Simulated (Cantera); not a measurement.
Input: 1 mol CH3SiCl3, 25 mol H2, at 60.0 mbar.

Method: chemical equilibrium by Gibbs-energy minimisation in Cantera with the NASA 1993 tables (ideal gas, pure condensed phases). Candidate condensed phases: C, C6H6, C7H8, C8H18, Si, SiC; 109 gas species. The feed counts by its element totals alone. The tables' values for SiCl3, SiCl are old estimates; treat these amounts as uncertain. The numbers say what is thermodynamically allowed, not how fast it happens.

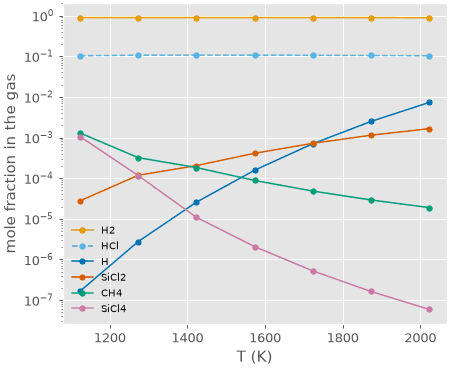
Figure: Equilibrium gas composition (values under 1e-9 drawn at 1e-9)

From 1123 K to 1273 K the condensed part is SiC(s). From 1423 K to 2023 K the condensed part is C(graphite) + SiC(s). The main Si-bearing gas is SiCl4 at 1123 K and SiCl2 at 2023 K. The share of Si in condensed phases is highest at 1423 K (99.3 %) and lowest at 2023 K (95.0 %).
